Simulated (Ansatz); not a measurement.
**Al₂ClH₄O₄ (doublet): density, localisation and related maps**

Input file:

```
crystal:
  periodic: [false, false, false]
  atoms:
    - {symbol: Al, position_ang: [0.185453, 0.355646, 1.089039]}
    - {symbol: O, position_ang: [1.133901, 0.263231, -0.465338]}
    - {symbol: Al, position_ang: [-0.277381, -0.036475, -1.650646]}
    - {symbol: O, position_ang: [-1.214415, 0.052974, -0.040633]}
    - {symbol: O, position_ang: [-0.467012, -1.664054, -2.135962]}
    - {symbol: Cl, position_ang: [0.389549, -1.274944, 2.409577]}
    - {symbol: H, position_ang: [1.918401, 0.780119, -0.649746]}
    - {symbol: O, position_ang: [0.335088, 1.925867, 1.707336]}
    - {symbol: H, position_ang: [-1.913139, -0.578089, 0.143338]}
    - {symbol: H, position_ang: [-0.421563, -1.935496, -3.050748]}
    - {symbol: H, position_ang: [0.331017, 2.111319, 2.643783]}
basis:
  gaussian: {orbitals: def2-TZVPP}
magnetization: {spin_polarized: true, initial_magnetization: 1}
hamiltonian: {xc: pbe0, dispersion: d4}
output: {orbitals: {seedname: orbitals}}
```

Command:

```sh
ansatz run in.yaml --threads 4 --pin off --events-out ev --progress --plain --max-ram 66560MiB --backend cuda --devices 0, --max-vram 37GiB
```

The product side of a reaction path; geometry: PBE0-D4/def2-TZVP.

The calculation used UKS PBE0-D4/def2-TZVPP in Ansatz 0.2.0.

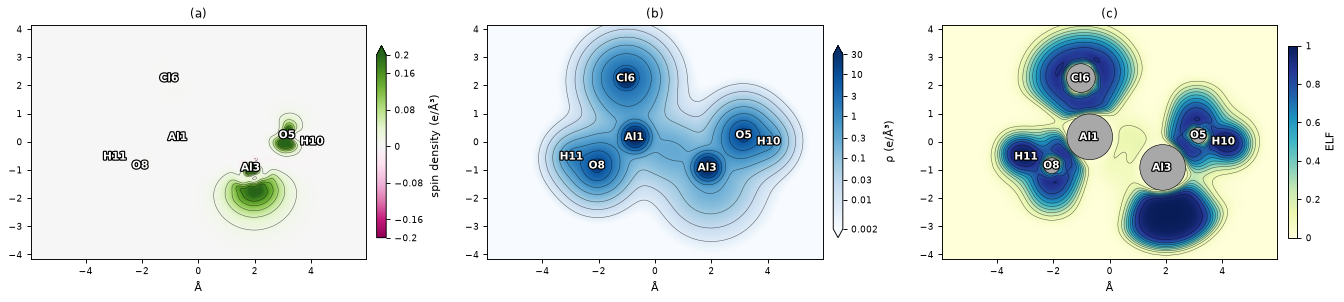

Figure 1. (a) spin density (α minus β); (b) electron density; (c) ELF on the plane of atoms Cl6, Al1 and O8. Grey discs cover the atomic cores in the ELF map.

What does the map show?

- The section cuts through Al, O, Cl and H sites.
- Al–O (1.69 Å): the density is about 0.91 e/Å³ at the midpoint; the ELF peaks at about 0.85 in the valence shell of O, 0.7 Å from its nucleus, and is about 0.45 at the midpoint.
- Al–Cl (2.11 Å): ρ is about 0.73 e/Å³ halfway; the ELF peaks at about 0.85 in the valence shell of Cl, 0.9 Å from its nucleus, and is about 0.80 at the midpoint.
- O–H (0.95 Å): the density is about 3.8 e/Å³ at the midpoint; the ELF climbs to about 1 towards the hydrogen, as it does in any bond to H (a covalent bond by its length).
- The ELF also peaks beside O8, O5 and Cl6, away from the bonds: non-bonding electrons, paired or unpaired.
- The unpaired spin (1 electron) lies mostly on Al3 (about 0.8) and O5 (about 0.1), in electrons by Hirshfeld's partition.

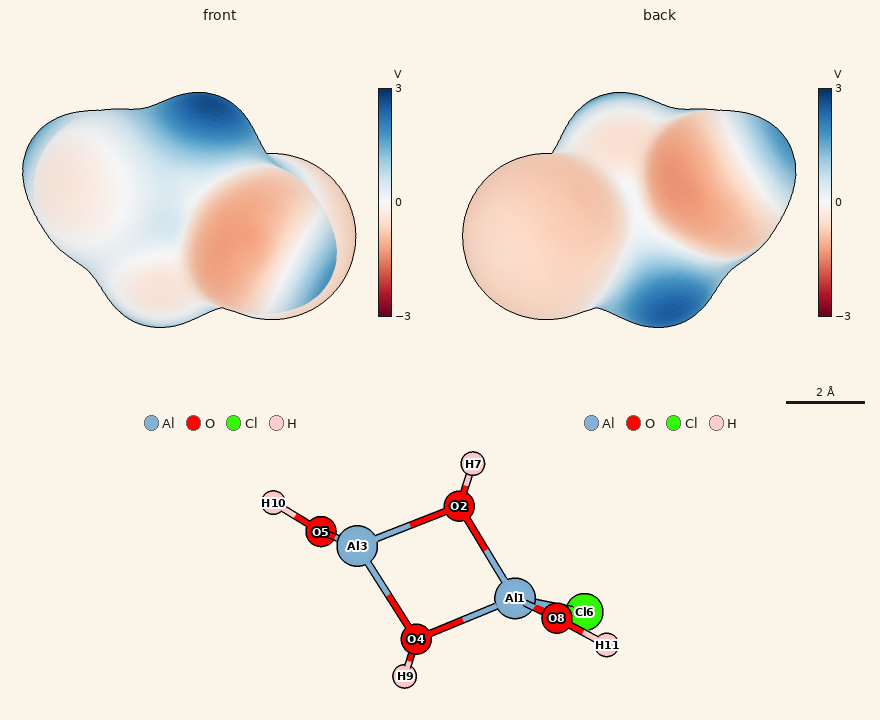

Figure 2. The molecular electrostatic potential painted on the density surface at 0.001 e/bohr³, seen from the front and from behind; the colour scale runs from red (negative) to blue (positive). The bare structure is drawn below in the same view.

Where is the surface potential most negative and most positive?

The most negative region (about −1.3 V) lies over O5, the most positive (about +2.6 V) over H7. O5 is the likeliest acceptor of a hydrogen bond.

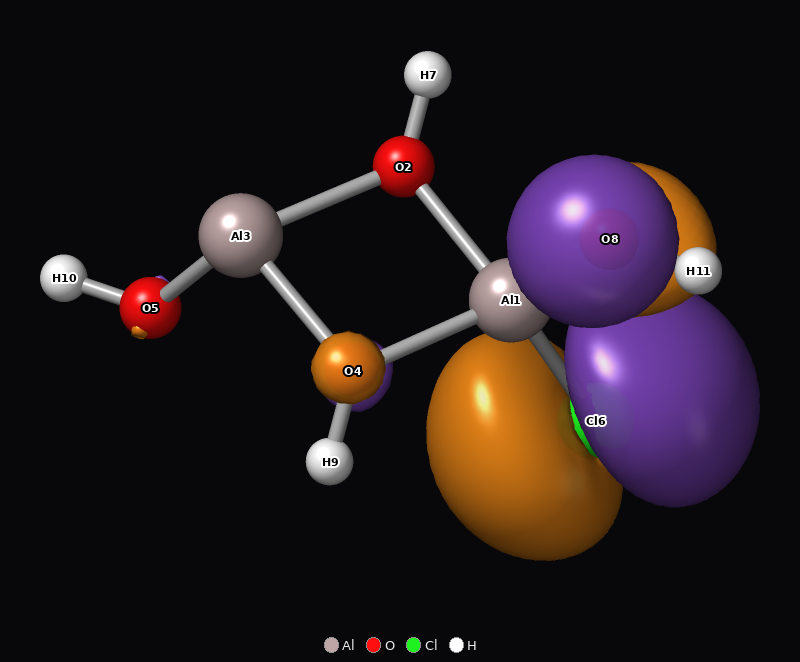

Figure 3. The HOMO (β) at ±0.1 Å⁻³ᐟ² (orange and purple are the two phases), seen at a tilt.

What is the character of this orbital?

By Hirshfeld shares it lies mainly on Cl6 (about 65 %) and O8 (about 25 %). Its energy is −8.70 eV.
